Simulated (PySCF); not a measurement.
Run report: C6H16Si, geometry relaxation

The run: geometry relaxation of C6H16Si (SiHMe2(tBu)), SMILES [H][Si](C)(C)C(C)(C)C. Method and program: PBE0-D3(BJ)/def2-SVP geometry optimisation, gas phase (PySCF 2.14.0).

It belongs to a series of runs on one base structure; here: one ligand: Cl to tBu.

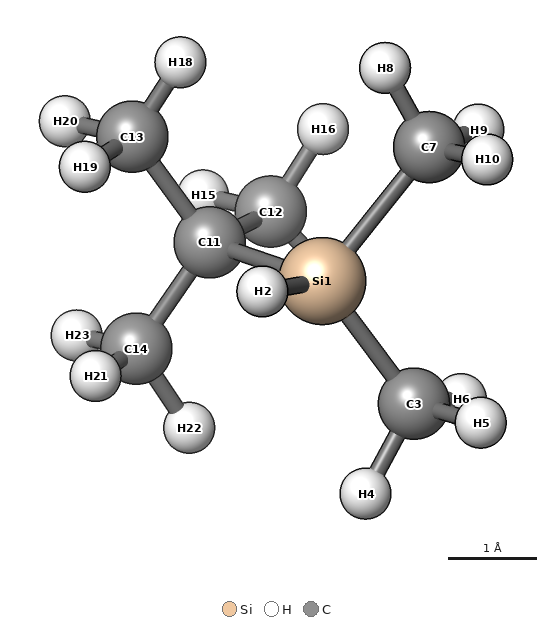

The input geometry (ball-and-stick view, seen at a tilt; atoms are numbered from 1 in the order of the input).

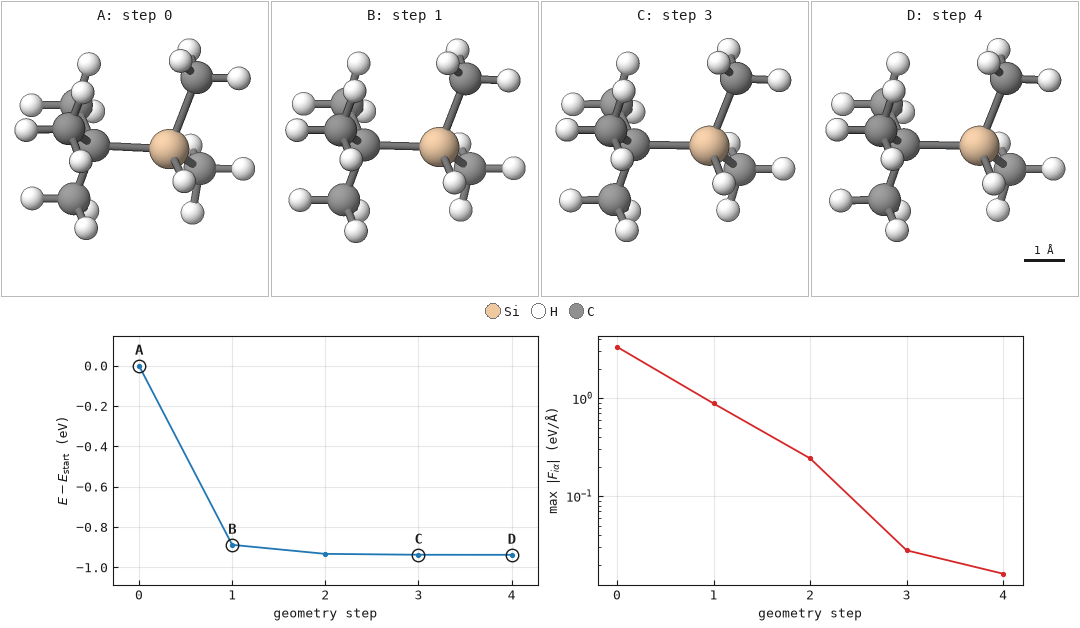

Frames of the relaxation (ball-and-stick view, seen at a tilt) above the curves, on which the letters mark them (steps are counted from 0).

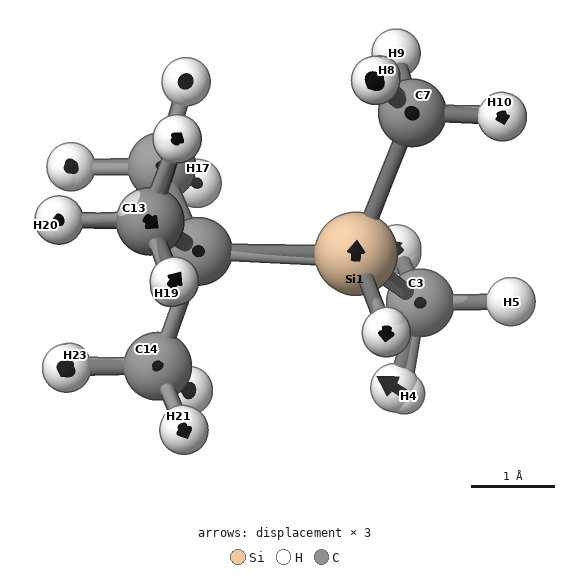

Start (faint) and end (solid) with the displacements as black arrows, magnified 3 times (ball-and-stick view, seen at a tilt). The two geometries are laid on each other by the best rigid fit. After 4 geometry steps the energy has fallen by 0.937 eV. The largest force component goes from 3.3 to 0.016 eV/Å. H4 moves most after the best rigid fit: 0.14 Å. Largest moves by element: H 0.14 Å, Si 0.09 Å, C 0.07 Å. Among the contacts that change: Si1–C7 1.980 → 1.884 Å, Si1–C3 1.807 → 1.884 Å, C14–H22 1.176 → 1.102 Å, C3–H4 1.174 → 1.100 Å. Among the angles that change: H4–C3–H5 99.3° → 107.8°, H22–C14–H23 99.6° → 107.3°, C11–C13–H19 104.3° → 111.8°. (Atoms are counted from 1 in the order of the input.)

The input and output of the run follow.

Input file:
```
{"job": {"xc": "PBE0", "basis": "def2-SVP", "d3": "d3bj", "grid": 1, "maxiter": 40, "shake": 0.03, "kind": "geom"}, "charge": 0, "multiplicity": 1}
Si     0.557680     0.758690     0.648720
H      0.508720     0.777020     2.106010
C      2.221530     0.884660    -0.044380
H      2.965230     0.056530     0.329130
H      2.771500     1.777400     0.280760
H      2.304320     0.894010    -1.111020
C     -0.383100     2.405790     0.079410
H     -1.396320     2.438880     0.401050
H     -0.421650     2.529670    -0.943960
H      0.064900     3.285620     0.515540
C     -0.444580    -0.748960     0.035620
C     -0.609770    -0.685760    -1.485380
C     -1.868940    -0.823100     0.658390
C      0.346540    -1.981240     0.368910
H     -1.138520    -1.626820    -1.850750
H     -1.247410     0.204210    -1.760390
H      0.329550    -0.574380    -2.034270
H     -2.433240     0.025860     0.473160
H     -1.681620    -0.938540     1.774570
H     -2.381840    -1.727070     0.361800
H      0.528470    -2.052570     1.389840
H      1.380440    -2.035850    -0.187910
H     -0.114630    -2.854400    -0.026620
```

The first line tells a small driver script what to run in PySCF; the rest is the geometry in Å.

Launched with:
```bash
OMP_NUM_THREADS=2 python <driver script> task.json out
```

Output:
```
step   0  E = -527.09626367  max force = 0.065054
step   1  E = -527.12888488  max force = 0.017178
step   2  E = -527.13053147  max force = 0.004723
step   3  E = -527.13069436  max force = 0.000542
step   4  E = -527.13070716  max force = 0.000314
optimisation converged
```

Trajectory as extended XYZ (Å, eV, eV/Å), 5 frames, from step=0 to step=4:
```
23
Properties=species:S:1:pos:R:3:forces:R:3 step=0 energy=-14343.01990
Si    0.5577    0.7587    0.6487   -2.6243   1.6252  -0.8940
H     0.5087    0.7770    2.1060    0.2393  -0.1288   0.8028
C     2.2215    0.8847   -0.0444    3.3452  -1.5157   1.3527
H     2.9652    0.0565    0.3291   -1.4174   1.0287  -0.6679
H     2.7715    1.7774    0.2808   -0.3109   0.3987   0.1679
H     2.3043    0.8940   -1.1110   -0.2383  -0.1294  -1.1660
C    -0.3831    2.4058    0.0794    1.1873  -1.6349   2.4414
H    -1.3963    2.4389    0.4011   -1.3891  -0.2419   0.6068
H    -0.4217    2.5297   -0.9440    0.2006   0.2236  -2.8909
H     0.0649    3.2856    0.5155    0.5795   0.5741   0.2745
C    -0.4446   -0.7490    0.0356   -0.5239   0.2464  -0.8999
C    -0.6098   -0.6858   -1.4854   -1.2801   0.2450  -0.3532
C    -1.8689   -0.8231    0.6584    3.2950  -1.6791   2.2533
C     0.3465   -1.9812    0.3689    2.2907   0.4617  -2.7550
H    -1.1385   -1.6268   -1.8507    0.5127   0.9067   0.2228
H    -1.2474    0.2042   -1.7604    0.3782  -0.7382   0.0413
H     0.3296   -0.5744   -2.0343    0.2978  -0.1189  -0.0884
H    -2.4332    0.0259    0.4732   -1.4449   2.0240  -0.4519
H    -1.6816   -0.9385    1.7746   -0.6284   0.2906  -0.8591
H    -2.3818   -1.7271    0.3618   -0.3941  -0.5160  -0.4634
H     0.5285   -2.0526    1.3898    0.4165  -0.5132   2.4094
H     1.3804   -2.0358   -0.1879   -1.5197   0.4976   1.0336
H    -0.1146   -2.8544   -0.0266   -0.9718  -1.3062  -0.1166
23
Properties=species:S:1:pos:R:3:forces:R:3 step=1 energy=-14343.90757
Si    0.5213    0.7914    0.6294   -0.6784   0.4392  -0.0952
H     0.5287    0.7669    2.1307    0.1475  -0.0838   0.0027
C     2.2471    0.8832   -0.0640    0.8833  -0.0921   0.0880
H     2.8998    0.0607    0.2743   -0.1535  -0.1132  -0.0061
H     2.7688    1.7950    0.2769   -0.1992   0.0670  -0.0361
H     2.2896    0.8840   -1.1647   -0.1850   0.0218   0.0004
C    -0.3963    2.3677    0.1107   -0.0693  -0.0900   0.1969
H    -1.4406    2.3613    0.4693    0.0782  -0.0140  -0.0433
H    -0.4145    2.4888   -0.9838    0.0420   0.0207   0.0163
H     0.0893    3.2525    0.5550    0.0106  -0.0129  -0.0867
C    -0.4361   -0.7408    0.0154   -0.0116  -0.1557  -0.1049
C    -0.6066   -0.6561   -1.5110   -0.0036   0.0283   0.1407
C    -1.8191   -0.8074    0.6771    0.4482  -0.0838   0.2099
C     0.3586   -1.9983    0.3820    0.2934  -0.0346  -0.4428
H    -1.1048   -1.5648   -1.8882    0.0000  -0.0532  -0.0427
H    -1.2327    0.2006   -1.8078   -0.0063   0.0067   0.0459
H     0.3528   -0.5560   -2.0443    0.0280  -0.0602   0.0463
H    -2.4187    0.0855    0.4552   -0.1695  -0.0306  -0.0402
H    -1.7246   -0.8985    1.7733   -0.0404   0.0940  -0.0393
H    -2.3456   -1.7138    0.3364   -0.1782   0.0705  -0.1081
H     0.5462   -2.0920    1.4629   -0.1137  -0.0218   0.0268
H     1.3398   -2.0084   -0.1237    0.0407   0.0815   0.0862
H    -0.1452   -2.9120    0.0174   -0.1634   0.0163   0.1855
23
Properties=species:S:1:pos:R:3:forces:R:3 step=2 energy=-14343.95238
Si    0.5043    0.8088    0.6196   -0.1610   0.0496   0.0283
H     0.5471    0.7501    2.1213    0.0444  -0.0334  -0.0176
C     2.2539    0.8705   -0.0578    0.2429   0.0485  -0.0134
H     2.8703    0.0223    0.2751   -0.0428  -0.0646   0.0261
H     2.7648    1.7859    0.2853   -0.0520  -0.0031  -0.0276
H     2.2679    0.8783   -1.1602   -0.0526   0.0166   0.0279
C    -0.4041    2.3828    0.1236   -0.0665   0.0395  -0.0032
H    -1.4470    2.3776    0.4830    0.0623   0.0032  -0.0372
H    -0.4185    2.5109   -0.9725    0.0018  -0.0017   0.0808
H     0.0915    3.2642    0.5626   -0.0082  -0.0164  -0.0391
C    -0.4319   -0.7404    0.0044    0.0173  -0.0651  -0.0099
C    -0.6045   -0.6671   -1.5151    0.0197   0.0244   0.0190
C    -1.8074   -0.8089    0.6753    0.0765  -0.0268  -0.0083
C     0.3768   -1.9898    0.3673    0.0056  -0.0303  -0.0195
H    -1.0936   -1.5817   -1.8926   -0.0129  -0.0294  -0.0190
H    -1.2339    0.1852   -1.8133   -0.0122   0.0356  -0.0195
H     0.3606   -0.5707   -2.0391   -0.0073  -0.0209   0.0022
H    -2.4261    0.0738    0.4437   -0.0101  -0.0560  -0.0146
H    -1.7220   -0.8815    1.7705    0.0087   0.0249   0.0427
H    -2.3509   -1.7078    0.3327   -0.0531   0.0446  -0.0204
H     0.5457   -2.0717    1.4549   -0.0320  -0.0138  -0.0459
H     1.3619   -1.9955   -0.1242    0.0418   0.0168  -0.0020
H    -0.1476   -2.9058    0.0338   -0.0102   0.0577   0.0702
23
Properties=species:S:1:pos:R:3:forces:R:3 step=3 energy=-14343.95681
Si    0.4982    0.8133    0.6171   -0.0102  -0.0109   0.0221
H     0.5553    0.7347    2.1170   -0.0003  -0.0063  -0.0054
C     2.2573    0.8685   -0.0528    0.0093   0.0279  -0.0169
H     2.8549    0.0059    0.2790   -0.0158  -0.0001   0.0073
H     2.7670    1.7820    0.2925    0.0069  -0.0081  -0.0032
H     2.2607    0.8821   -1.1547    0.0025   0.0012   0.0071
C    -0.4095    2.3909    0.1301   -0.0047   0.0041  -0.0105
H    -1.4510    2.3868    0.4875    0.0061   0.0027  -0.0058
H    -0.4237    2.5220   -0.9642   -0.0026  -0.0099   0.0242
H     0.0888    3.2712    0.5660    0.0016  -0.0026  -0.0047
C    -0.4293   -0.7417   -0.0022    0.0144  -0.0021  -0.0231
C    -0.6043   -0.6707   -1.5221   -0.0003  -0.0018   0.0108
C    -1.8011   -0.8117    0.6730   -0.0270   0.0034  -0.0019
C     0.3833   -1.9866    0.3653   -0.0071   0.0018   0.0207
H    -1.0948   -1.5862   -1.8988   -0.0069   0.0032   0.0019
H    -1.2312    0.1835   -1.8248    0.0115   0.0028   0.0031
H     0.3614   -0.5811   -2.0459    0.0005  -0.0062  -0.0022
H    -2.4245    0.0660    0.4354    0.0091  -0.0148   0.0015
H    -1.7148   -0.8742    1.7699    0.0037   0.0053  -0.0065
H    -2.3544   -1.7061    0.3334    0.0020   0.0045   0.0034
H     0.5456   -2.0633    1.4537    0.0014   0.0066  -0.0213
H     1.3711   -1.9936   -0.1226   -0.0063  -0.0088  -0.0027
H    -0.1479   -2.9019    0.0464    0.0121   0.0080   0.0022
23
Properties=species:S:1:pos:R:3:forces:R:3 step=4 energy=-14343.95716
Si    0.4977    0.8126    0.6179    0.0050  -0.0050   0.0111
H     0.5560    0.7294    2.1172   -0.0017  -0.0044  -0.0004
C     2.2573    0.8716   -0.0522   -0.0151   0.0161  -0.0091
H     2.8513    0.0065    0.2790    0.0001  -0.0035   0.0039
H     2.7687    1.7833    0.2950    0.0061  -0.0043   0.0022
H     2.2608    0.8870   -1.1539    0.0037  -0.0008   0.0012
C    -0.4113    2.3897    0.1335   -0.0036   0.0023   0.0026
H    -1.4525    2.3856    0.4909   -0.0023   0.0034   0.0009
H    -0.4263    2.5200   -0.9602   -0.0017  -0.0050   0.0004
H     0.0874    3.2702    0.5683    0.0022   0.0005  -0.0017
C    -0.4285   -0.7421   -0.0040    0.0098  -0.0005  -0.0148
C    -0.6023   -0.6717   -1.5236    0.0013  -0.0023   0.0011
C    -1.8011   -0.8106    0.6703   -0.0141   0.0009  -0.0032
C     0.3834   -1.9868    0.3651   -0.0073   0.0049   0.0160
H    -1.0976   -1.5850   -1.8996   -0.0063   0.0051   0.0015
H    -1.2244    0.1857   -1.8269    0.0065   0.0040  -0.0015
H     0.3639   -0.5876   -2.0472    0.0009  -0.0052  -0.0005
H    -2.4239    0.0664    0.4304    0.0038  -0.0013  -0.0011
H    -1.7148   -0.8702    1.7672    0.0002   0.0015   0.0000
H    -2.3554   -1.7049    0.3325    0.0058  -0.0030   0.0026
H     0.5459   -2.0609    1.4530    0.0049   0.0027  -0.0028
H     1.3709   -1.9960   -0.1230   -0.0009  -0.0036  -0.0056
H    -0.1479   -2.9023    0.0487    0.0026  -0.0025  -0.0028
```

Results in brief:

```csv
quantity,value
outcome,converged
total energy,−527.130707 hartree
dipole moment,0.56 D
point group,C1
hardware,"2 CPU threads, shared host"
wall time,33 s (CPU time 88 s)
peak memory,0.92 GiB
```
